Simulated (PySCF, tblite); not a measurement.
# C₂H₇F₄PSi₂: geometry, infrared bands and NMR shifts

Aim: predict the infrared bands and NMR shifts of C₂H₇F₄PSi₂ (`F[C@@H]([SiH2]P[SiH3])C(F)(F)F`).

Computed with tblite 0.8.0 and PySCF 2.14.0, with density-fitted response routines of our own, on a single molecule in the gas phase. Atoms count from 0, in the outputs and in this text.

### Step 1. The starting structure

16 atoms, charge 0, multiplicity 1; geometry from: force field or distance geometry start.

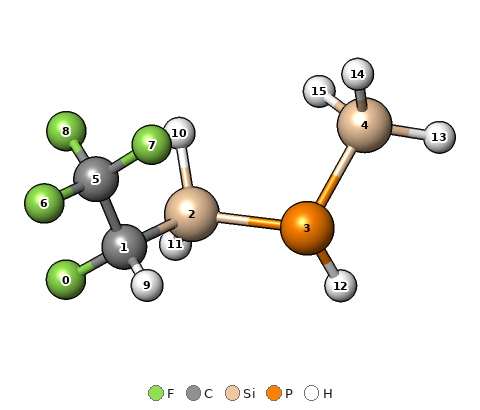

As it starts; fluorine green, carbon grey, silicon light orange, phosphorus orange, hydrogen white, atoms numbered; sticks join atoms by distance.

### Step 2. Relaxing the molecule with GFN2-xTB

The job: settings as JSON, then the geometry in Å.

```
{"job": {"kind": "relax", "xc": "GFN2-xTB", "basis": "xTB"}, "charge": 0, "multiplicity": 1}
F     -2.459800    -1.676400    -0.634300
C     -1.666000    -1.069100     0.303500
Si    -0.088400    -0.490100    -0.496200
P      1.693000    -0.731300     0.757500
Si     2.857700     1.134000     0.566100
C     -2.392000     0.170100     0.816100
F     -3.577200    -0.259200     1.359900
F     -1.682400     0.810100     1.840400
F     -2.603300     1.027200    -0.224000
H     -1.524600    -1.756000     1.159200
H     -0.259500     0.976000    -0.722900
H      0.065500    -1.059700    -1.840800
H      2.532100    -1.786300     0.209600
H      4.294400     0.911700     0.576800
H      2.367300     2.077600     1.582400
H      2.435700     1.730400    -0.729900
```

The run is started by

```sh
> OMP_NUM_THREADS=1 python probes_run.py task.json out
```

One launch serves the whole session: the jobs run in the order shown.

**Question.** This job is followed by: GFN2-xTB harmonic vibrations, gas phase; GIAO PBE0/pcSseg-1 NMR shielding, non-relativistic, gas phase. What will the session give for the following? strongest single infrared mode (GFN2-xTB); zero-point energy (GFN2-xTB); 13C shifts against TMS (PBE0/pcSseg-1); 1H shifts against TMS (PBE0/pcSseg-1, means over atoms taken as alike); 19F shifts against CFCl3 (PBE0/pcSseg-1, means over atoms taken as alike); 29Si shifts against TMS (PBE0/pcSseg-1); 31P shifts against H3PO4 (PBE0/pcSseg-1).

As calculated:

```
                                                                 quantity                             value
                                strongest single infrared mode (GFN2-xTB)              745 cm⁻¹, 398 km/mol
                                             zero-point energy (GFN2-xTB)                     52.1 kcal/mol
                                   13C shifts against TMS (PBE0/pcSseg-1)                   134.3, 88.1 ppm
   1H shifts against TMS (PBE0/pcSseg-1, means over atoms taken as alike)  4.97, 4.69, 4.53, 4.30, 0.38 ppm
19F shifts against CFCl3 (PBE0/pcSseg-1, means over atoms taken as alike)                 -82.7, -262.5 ppm
                                  29Si shifts against TMS (PBE0/pcSseg-1)                  -42.1, -74.1 ppm
                                 31P shifts against H3PO4 (PBE0/pcSseg-1)                        -340.4 ppm
```

In words: Over 219 steps the energy fell by 0.774 eV; of the close pairs, P3–H12 changed most, 1.455 to 1.382 Å. All 42 modes are real, so the xTB geometry is a minimum. The strongest single mode, at 745 cm⁻¹, is spread over many atoms; the largest shares are those of H15, H14. GFN2-xTB is a fitted tight-binding method: band positions and strengths are rough. Its intensities can rank the bands wrongly. The most deshielded hydrogen is H9 (hydrogen on an sp3 CH bonded to F and Si), at 4.97 ppm: its carbon carries F, an electronegative neighbour.
